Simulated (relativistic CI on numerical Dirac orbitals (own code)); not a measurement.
```
atom Er  Z=68  charge=3  electrons=65
nucleus A=166  rms_radius_fm=5.2516
hamiltonian dirac-coulomb  breit=on  qed=on  c_scale=1
orbitals kli  potential=per-configuration
slater_scale 0.7
correlation none
mixing on
configurations
  [Xe] 4f11
  [Kr] 4d9 4f12 5s2 5p6
end
absorption N4,5 T=80 lorentz=0.5 gauss=0.2
crystal_field D4h B20=-1220 B40=450 B44=1480 B60=-500 B64=-500
```

Multiplet model: relativistic Dirac–Coulomb–Breit theory, one configuration a step, Slater integrals scaled by 0.7, 80 K, Voigt broadening (Lorentzian 0.5 eV, Gaussian 0.2 eV full widths), computed with a radial Dirac CI code. Dichroism is for the ground state at zero temperature, magnetised by a magnetic field of 10 T along z.

The N₄,₅ X-ray absorption spectrum that results, with the strongest transitions as sticks:

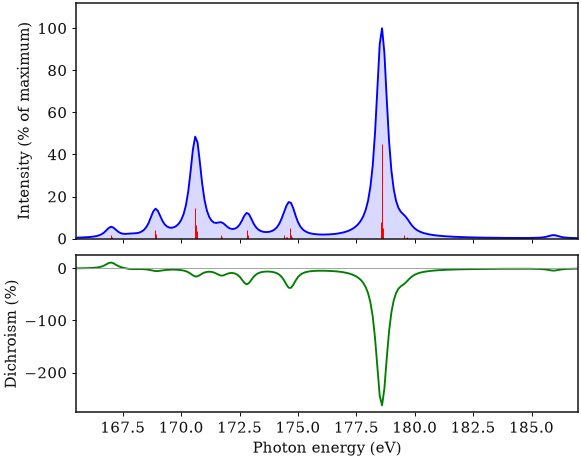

The main maxima lie at 168.9 eV (14), 170.6 eV (48), 172.8 eV (12), 174.6 eV (17) and 178.6 eV (100), heights in % of the largest; the centroid is at 175.1 eV. The ground state has S = 1.47. The circular dichroism (Δm = −1 less Δm = +1) is largest at 178.6 eV, −263 % of the isotropic maximum. The magnetised ground state has ⟨Lz⟩ = −5.29 and ⟨Sz⟩ = −1.29.

Caveat: free-ion energies, so absolute edge positions are off by a few eV from solids; core and valence shell share one n, so the strongest features autoionise and are far broader and can lie several eV off in experiment.
